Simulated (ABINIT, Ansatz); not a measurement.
# RbCaH3 (Pm-3m): third-order response, part 3 of 3

Aim: Raman and infrared lines of RbCaH3 (Pm-3m).

ABINIT 10.8.3; DFT LDA, scalar-relativistic, plane waves, PseudoDojo norm-conserving pseudopotentials.

So far, mean static dielectric tensor (ions relaxed, fixed cell): step 7 (modes with the sum rule) 11.8.

## (8) Cross-check with Ansatz

The same cell, potentials and cutoff go through another code, on another k mesh. Its k mesh is centred on Γ.

This step: DFT LDA, scalar-relativistic, plane waves, PseudoDojo norm-conserving pseudopotentials (Ansatz 0.2.0).

input.yaml

```yaml
crystal:
  lattice:
    - [4.3972400531, 0.0, 0.0]
    - [0.0, 4.3972400531, 0.0]
    - [0.0, 0.0, 4.3972400531]
  atoms:
    - { symbol: Rb, position: [0.0, 0.0, 0.0] }
    - { symbol: Ca, position: [0.5, 0.5, 0.5] }
    - { symbol: H, position: [0.0, 0.5, 0.5] }
    - { symbol: H, position: [0.5, 0.0, 0.5] }
    - { symbol: H, position: [0.5, 0.5, 0.0] }
kpoints:
  mp_grid: { grid: [4, 4, 4] }
hamiltonian:
  xc: lda
  pseudopotentials: { kind: nc, accuracy: standard }
scf:
  occupations: { method: fixed }
output:
  eigenvalues: true
basis:
  ecutwfc: 843.553
phonons:
  method: dfpt
  dielectric: true
  rigid_motions: translations
  raman: true
```

Launch:

```sh
$ ansatz run input.yaml --threads 4 --pin off --max-ram 8192MiB --backend cpu --events-out ev --progress --plain --runs-dir out
```

The program printed:

```text
Warning: basis.ecutwfc = 843.553 eV is below the records' recommended 1006.821291 eV, and the density's cutoff is lower with it unless basis.ecutrho_ratio is high enough to keep the records' density cutoff: compare with a run at a higher cutoff
Engine: ansatz 0.2.0, aarch64-unknown-linux-gnu
Pseudopotentials: kind: nc
Pseudopotential: Rb, nc, valence charge 9, recommended cutoff 571.439111 eV (normal), Rb.nc.azcp (PseudoDojo's, or run here from an input of PseudoDojo's; its table is named by hamiltonian.pseudopotentials.accuracy)
Pseudopotential: Ca, nc, valence charge 10, recommended cutoff 979.609905 eV (normal), Ca.nc.azcp (PseudoDojo's, or run here from an input of PseudoDojo's; its table is named by hamiltonian.pseudopotentials.accuracy)
Pseudopotential: H, nc, valence charge 1, recommended cutoff 1006.821291 eV (normal), H.nc.azcp (PseudoDojo's, or run here from an input of PseudoDojo's; its table is named by hamiltonian.pseudopotentials.accuracy)
Functional definition: SPW92
  exchange = slater_x
  correlation = pw_c
Crystal: 5 atoms, lattice volume = 85.024 Å³
Basis set: ecut = 843.553 eV, 4729 PW (Γ), exchange–correlation on 90×90×90 points (8 copies of the dense FFT grid, shifted against one another)
Bands: 16, of which v1, the nominal top of the filled ones, is band 11 counted from 1 (10 counted from 0)
Symmetry: 48 space group operations
k-points: 30 of 64 (irreducible under 2 space group operations, time reversal used)
Non-local potential: Rb, projectors of the file, l = 0: 2, l = 1: 2, l = 2: 2
Non-local potential: Ca, projectors of the file, l = 0: 2, l = 1: 2, l = 2: 2
Non-local potential: H, projectors of the file, l = 0: 2, l = 1: 1
Initial density: superposition of atomic densities (chi_scale 0.1, normalization cell, long waves kept (reshape's long-wave potential 0.00 eV rms))
Initial wavefunctions: pseudopotential atomic-orbital guess
Functional: x = slater, c = lda
SCF iter   1: F=—  HF=-1840.137458 eV  |F-HF|=—  |Δ(HF+E_count)|=         —  Δρ=5.44e-2  dr2=3.00e0  ethr=3.10e-3  ⟨swp⟩=6.5  Hψ=2782  notcnv=0  defer=73
preconditioner: auto → Resta (q_TF=auto, 2.178 Å⁻¹)  ε∞=2.8  [insulator: Δε(μ)=3.866 eV  Ē_g=10.273 eV  n_scr=18 (ndim 8)  ℏωp=14.0 eV  f_vac=0.000  ε∞_Penn≈2.8]
SCF iter   2: F=—  HF=-1839.243076 eV  |F-HF|=—  |Δ(HF+E_count)|=   8.94e-1  Δρ=2.26e-2  dr2=6.45e-1  ethr=3.10e-3  ⟨swp⟩=2.2  Hψ=902  notcnv=0  defer=78
SCF iter   3: F=—  HF=-1839.012571 eV  |F-HF|=—  |Δ(HF+E_count)|=   2.31e-1  Δρ=3.86e-3  dr2=1.10e-2  ethr=2.93e-3  ⟨swp⟩=2.9  Hψ=955  notcnv=0  defer=69
SCF iter   4: F=—  HF=-1839.012066 eV  |F-HF|=—  |Δ(HF+E_count)|=   5.05e-4  Δρ=7.46e-4  dr2=5.52e-4  ethr=4.99e-5  ⟨swp⟩=3.8  Hψ=943  notcnv=0  defer=82
SCF iter   5: F=—  HF=-1839.011936 eV  |F-HF|=—  |Δ(HF+E_count)|=   1.29e-4  Δρ=1.68e-4  dr2=1.91e-5  ethr=2.51e-6  ⟨swp⟩=3.4  Hψ=944  notcnv=0  defer=81
SCF iter   6: F=—  HF=-1839.011938 eV  |F-HF|=—  |Δ(HF+E_count)|=   1.73e-6  Δρ=3.47e-5  dr2=7.94e-7  ethr=8.67e-8  ⟨swp⟩=2.9  Hψ=790  notcnv=0  defer=77
SCF iter   7: F=—  HF=-1839.011907 eV  |F-HF|=—  |Δ(HF+E_count)|=   3.06e-5  Δρ=5.31e-6  dr2=1.69e-8  ethr=3.61e-9  ⟨swp⟩=2.2  Hψ=683  notcnv=0  defer=75
SCF iter   8: F=—  HF=-1839.011907 eV  |F-HF|=—  |Δ(HF+E_count)|=   1.19e-8  Δρ=6.91e-7  dr2=2.59e-10  ethr=7.70e-11  ⟨swp⟩=2.1  Hψ=702  notcnv=0  defer=75
SCF iter   9: F=-1839.011907 eV  HF=-1839.011907 eV  |F-HF|=1.14e-12  |Δ(HF+E_count)|=  3.27e-10  Δρ=7.23e-8  dr2=2.72e-12  ethr=1.00e-12  ⟨swp⟩=19.2  Hψ=5048  notcnv=0
SCF 1 converged in 9 iterations: F = -1839.011907 eV  dr2 = 2.72e-12
DFPT response loops at Γ: preconditioner auto → none (the input reference at scf.mixing.eps_inf says where Resta's filter doesn't serve); β = 0.50; Broyden in place of MSR1
── the response to a field inside a basis, on 8×8×8 k-points: an SCF that follows is theirs, and a resumed run solves both again ──
Bands: 12, of which v1, the nominal top of the filled ones, is band 11 counted from 1 (10 counted from 0)
k-points: 20 of 512
Initial density: handed on by an earlier stage of this run
Initial wavefunctions: pseudopotential atomic-orbital guess (no wavefunctions were taken with the density)
Eigensolver: Dense (20 Hₖ)
SCF iter   1: F=—  HF=-1839.010167 eV  |F-HF|=—  |Δ(HF+E_count)|=         —  Δρ=1.80e-4  dr2=5.37e-6  ethr=1.00e-1
preconditioner: auto → Resta (q_TF=auto, 2.178 Å⁻¹)  ε∞=3.3  [insulator: Δε(μ)=3.049 eV  Ē_g=9.266 eV  n_scr=18 (ndim 8)  ℏωp=14.0 eV  f_vac=0.000  ε∞_Penn≈3.3]
SCF iter   2: F=—  HF=-1839.010168 eV  |F-HF|=—  |Δ(HF+E_count)|=   1.26e-6  Δρ=9.21e-5  dr2=1.43e-6  ethr=2.44e-8
SCF iter   3: F=—  HF=-1839.010169 eV  |F-HF|=—  |Δ(HF+E_count)|=   6.37e-7  Δρ=4.57e-6  dr2=1.41e-8  ethr=6.48e-9
SCF iter   4: F=-1839.010169 eV  HF=-1839.010169 eV  |F-HF|=7.23e-11  |Δ(HF+E_count)|=   3.12e-9  Δρ=4.94e-7  dr2=9.00e-11  ethr=6.42e-11
SCF 1 converged in 4 iterations: F = -1839.010169 eV  dr2 = 9.00e-11
DFPT response loops at Γ: mixed as the last ones told, above
DFPT response loops at Γ: mixed as the last ones told, above
WARN: field response: ε∞ stands inside a basis, on 8×8×8 points; the force constants stand on the 4×4×4 k-mesh, whose period is 13.37 times the interband length at k = (0.0000, -0.5000, -0.5000), direct gap 2.829 eV, under 14: take them and everything formed from them as unconverged, and compare with a denser kpoints.mp_grid
SCF converged after 9 iterations
Free energy (F): -1839.011907 eV
Harris-Foulkes:  -1839.011907 eV  (|F-HF|=1.14e-12)
Internal energy: -1839.011907 eV  (E = F + TS)
E sigma→0 (E₀):  -1839.011907 eV
Fermi energy:    2.660741 eV
--- Per-component energies (eV) ---
  E_band       = -244.375299
  E_kinetic    = 603.789056
  E_local      = -1301.365044  (includes V_loc(G=0)·N_el)
  E_nonlocal   = 46.184191
  E_hartree    = 387.513948
  E_xc         = -417.333399
  E_vxc        = -368.011418  (∫ρ·V_xc dr)
  E_ewald      = -1157.800659
  E_smearing   = -0.000000  (= −TS)
  E_closure    = 0.000000  (closes the sum)
  Σ components = -1839.011907   (vs F -1839.011907, Δ=0.00e0)
--- Band table (eV; the first three rows and the last of 30) ---
  k-point 0: bands = [... 7 lower, -6.6168, -0.4286, 2.0585, 2.0585, 8.6898, 8.6898, 8.6898, 10.0576, ... 1 higher]
  k-point 1: bands = [... 7 lower, -6.6086, 0.1304, 2.1302, 2.1954, 8.4094, 8.4094, 8.8547, 8.8632, ... 1 higher]
  k-point 2: bands = [... 7 lower, -6.6003, 1.0312, 1.8035, 2.3479, 8.1926, 8.1926, 8.2719, 8.9276, ... 1 higher]
  k-point 29: bands = [... 7 lower, -6.7917, 2.3609, 2.3609, 2.3609, 6.9494, 6.9494, 6.9494, 8.5817, ... 1 higher]
--- Phonons (Γ-DFPT): 4 representative perturbations + reference, on 30 of 64 k-points (Σ response iterations 13) ---
  k mesh reduced under 2 symmetry operations, with k and −k counted as one. Each operation leaves every solved perturbation unchanged. A smaller set is not considered because the run solves the response to a homogeneous field
  ASR residual: 1.656e-4 → 0.000e0 eV/Å²; symmetrization residual: 5.235e-7 eV/Å²
  ASR residual per site (eV/Å²): 2.31e-6 1.66e-4 9.17e-6 9.17e-6 9.17e-6
  Γ frequencies (cm⁻¹): 0.00 0.00 0.00 108.25 108.25 108.25 347.75 347.75 347.75 404.48 404.48 404.48 1206.22 1206.22 1206.22
  ε∞ (high-frequency dielectric tensor):
        3.454765    -0.000000     0.000000
       -0.000000     3.454765     0.000000
        0.000000     0.000000     3.454765
  ε⁰ (static dielectric tensor: ions relaxed, cell fixed):
       11.932610     0.000000     0.000000
        0.000000    11.932610    -0.000000
        0.000000    -0.000000    11.932610
  ε⁰ − ε∞ (ionic part):
        8.477845     0.000000     0.000000
        0.000000     8.477845    -0.000000
        0.000000    -0.000000     8.477845
  softest optical mode at Γ: 108.25 cm⁻¹; the repairs (sum rule, projections) moved no ω² at Γ by more than (2.14 cm⁻¹)²
  Born effective charges Z* (e; rows j = field, columns β = displacement):
    site 0:
         1.08842    0.00000   -0.00000
         0.00000    1.08842    0.00000
         0.00000    0.00000    1.08842
    site 1:
         1.73797   -0.00000   -0.00000
        -0.00000    1.73797    0.00000
         0.00000    0.00000    1.73797
    site 2:
        -1.06910   -0.00000   -0.00000
        -0.00000   -0.87864    0.00000
         0.00000    0.00000   -0.87864
    site 3:
        -0.87864    0.00000    0.00000
         0.00000   -1.06910    0.00000
         0.00000    0.00000   -0.87864
    site 4:
        -0.87864   -0.00000   -0.00000
         0.00000   -0.87864    0.00000
         0.00000    0.00000   -1.06910
  Z* charge neutrality: 3.847e-5 e pre-enforcement
  solved inside a basis spanned on kpoints, on 8×8×8 k-points: ε∞ is read to err by 7.8e-3, Z* by 1.0e-2 e (field_mesh: kpoints solves on kpoints); Z* is corrected for what the basis lacks
  Raman tensors (in the event stream and the table raman_tensors.tsv): an entry may err by 3.2e-3 Å², one of the second-order susceptibility by 4.0e-19 pm/V (basis, points and sum rule); their sum over the sites missed zero by 3.081e-20 Å² ahead of its enforcement
  optical modes at Γ without the LO–TO term, one row a degenerate level:
      ω (cm⁻¹)  modes    IR ((D/Å)²/amu)  static Raman (Å⁴/amu)  depolarisation
        108.25      3             2.9256                 0.0000               —
        347.75      3             0.0000                 0.0000               —
        404.48      3           117.0806                 0.0000               —
       1206.22      3            70.6676                 0.0000               —
  optical modes at Γ + LO–TO along q̂ = [1.0000, 0.0000, 0.0000]:
      ω (cm⁻¹)  modes    IR ((D/Å)²/amu)  static Raman (Å⁴/amu)  depolarisation
        108.25      2             1.9504                 0.0000               —
        118.61      1             0.1063                 0.0000               —
        347.75      3             0.0000                 0.0000               —
        404.48      2            78.0537                 0.0000               —
        640.98      1            28.4755                 0.0000               —
       1206.22      2            47.1118                 0.0000               —
       1291.07      1            34.9761                 0.0000               —
  optical modes at Γ + LO–TO along q̂ = [0.0000, 1.0000, 0.0000]:
      ω (cm⁻¹)  modes    IR ((D/Å)²/amu)  static Raman (Å⁴/amu)  depolarisation
        108.25      2             1.9504                 0.0000               —
        118.61      1             0.1063                 0.0000               —
        347.75      3             0.0000                 0.0000               —
        404.48      2            78.0537                 0.0000               —
        640.98      1            28.4755                 0.0000               —
       1206.22      2            47.1118                 0.0000               —
       1291.07      1            34.9761                 0.0000               —
  optical modes at Γ + LO–TO along q̂ = [0.0000, 0.0000, 1.0000]:
      ω (cm⁻¹)  modes    IR ((D/Å)²/amu)  static Raman (Å⁴/amu)  depolarisation
        108.25      2             1.9504                 0.0000               —
        118.61      1             0.1063                 0.0000               —
        347.75      3             0.0000                 0.0000               —
        404.48      2            78.0537                 0.0000               —
        640.98      1            28.4755                 0.0000               —
       1206.22      2            47.1118                 0.0000               —
       1291.07      1            34.9761                 0.0000               —
```

The job ended after 95 s (4 threads of Arm Neoverse V1, shared host; peak memory 1.3 GiB).

Numbers from this step:

| Property | Result |
| --- | --- |
| sum-rule residual before enforcement | 1.66e-4 eV/Å² |
| miss of the charge sum rule | 3.85e-5 e |
| estimated error of the dielectric tensor | 0.007814 |
| estimated error of the Born charges | 0.01045 e |
| lowest optical zone-centre mode | 108.2 cm⁻¹ |
| mean high-frequency dielectric constant | 3.455 |
| largest Born charge in size (third of the trace) | 1.738 e |
| mean static dielectric constant | 11.93 |

Transverse modes. Lines of the infrared spectrum (strongest = 100):

| position (cm⁻¹) | label | IR intensity ((D/Å)²/amu), degenerate modes summed, relative |
| --- | --- | --- |
| 108 | T1u | 2.5 |
| 348 | T2u | 0.0 |
| 404 | T1u | 100 |
| 1206 | T1u | 60 |

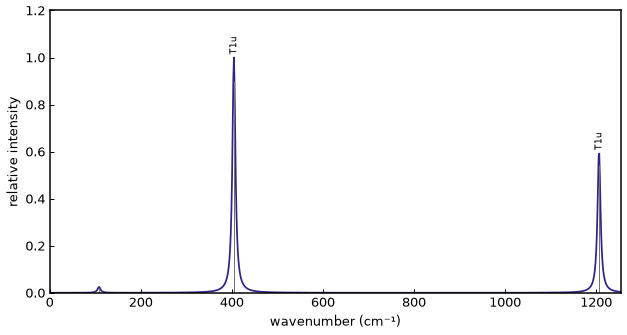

The infrared spectrum, broadened with Lorentzians of width 8 cm⁻¹; bars mark the lines.

The log warns that the force constants on this k mesh are to be taken as unconverged.

## (9) The two compared: ABINIT PseudoDojo and Ansatz, PseudoDojo

Worked out from the results:

| Item | Value |
| --- | --- |
| root-mean-square difference | 1.99 cm⁻¹ |
| largest difference | 2.99 cm⁻¹ |

The 12 of 12 modes that differ most. Frequencies side by side:

| q (reciprocal lattice) | mode | ABINIT PseudoDojo (cm⁻¹) | Ansatz, PseudoDojo (cm⁻¹) |
| --- | --- | --- | --- |
| 0 0 0 | 4 | 108.3 | 108.2 |
| 0 0 0 | 5 | 108.3 | 108.2 |
| 0 0 0 | 6 | 108.3 | 108.2 |
| 0 0 0 | 7 | 350.7 | 347.8 |
| 0 0 0 | 8 | 350.7 | 347.8 |
| 0 0 0 | 9 | 350.7 | 347.8 |
| 0 0 0 | 10 | 407.1 | 404.5 |
| 0 0 0 | 11 | 407.1 | 404.5 |
| 0 0 0 | 12 | 407.1 | 404.5 |
| 0 0 0 | 13 | 1206 | 1206 |
| 0 0 0 | 14 | 1206 | 1206 |
| 0 0 0 | 15 | 1206 | 1206 |

The two runs side by side. Further quantities:

| quantity | ABINIT PseudoDojo | Ansatz, PseudoDojo |
| --- | --- | --- |
| mean ε∞ | 3.457 | 3.455 |
| largest Born charge in size (e; the first before, the second after the charge sum rule) | 1.737 | 1.738 |
| summed IR intensity ((D/Å)²/amu) | 190.4 | 190.7 |
| summed Raman activity (Å⁴/amu) | 0 | 0 |

At the zone centre the largest difference (acoustic modes at Γ apart) is 0.2 % of the highest mode.

## (10) Results

| Item | Value |
| --- | --- |
| space group after relaxation | Pm-3m |
| volume per atom | 17.0 Å³ |
| highest optical zone-centre mode (no LO-TO term) | 1206 cm⁻¹ |
| lowest optical zone-centre mode | 108.3 cm⁻¹ |
| highest mode moved by the LO-TO term | 1291 cm⁻¹ |
| mean high-frequency dielectric constant | 3.46 |
| largest Born charge in size (third of the trace) | 1.74 e |
| mean static dielectric constant | 11.8 |
| imaginary optical modes at the zone centre (no q mesh in this session) | none |
| largest difference from Ansatz, PseudoDojo | 2.99 cm⁻¹ |

No mode is Raman active in this structure; the strongest infrared line lies at 407 cm⁻¹. At the LDA level the optical modes of RbCaH3 (Pm-3m) at the zone centre (no LO-TO term) run from 108 to 1206 cm⁻¹. Along the directions run, the highest mode that the macroscopic field moves lies at 1291 cm⁻¹. Lattice motion raises the mean dielectric constant from 3.457 to 11.82. ABINIT PseudoDojo and Ansatz, PseudoDojo differ by 2.0 cm⁻¹ in the root mean square and by 3.0 cm⁻¹ at most, 0.2 % of the highest mode compared (acoustic modes at Γ left out). These are harmonic frequencies at zero temperature: anharmonic shifts and linewidths and thermal expansion are left out. Ansatz warns that the cutoff lies 16 % under the one recommended for these files; agreement at one cutoff is not convergence. Ansatz's log warns that force constants on this k mesh are to be taken as unconverged. The relaxed cell is 10 % smaller in volume than the measured one, and all results belong to that cell.

[Host names and launcher messages were left out of these logs when they were recorded.]

[Logs are printed without paths, hosts, clocks, repeated set-up lines and the standing remarks that a program may print on its own settings, such as how far it seeks lower states.]

[Hosts, paths, dates, database ids (printed as entryN), source tags and the programs' standing remarks are cut or masked in the printed files.]
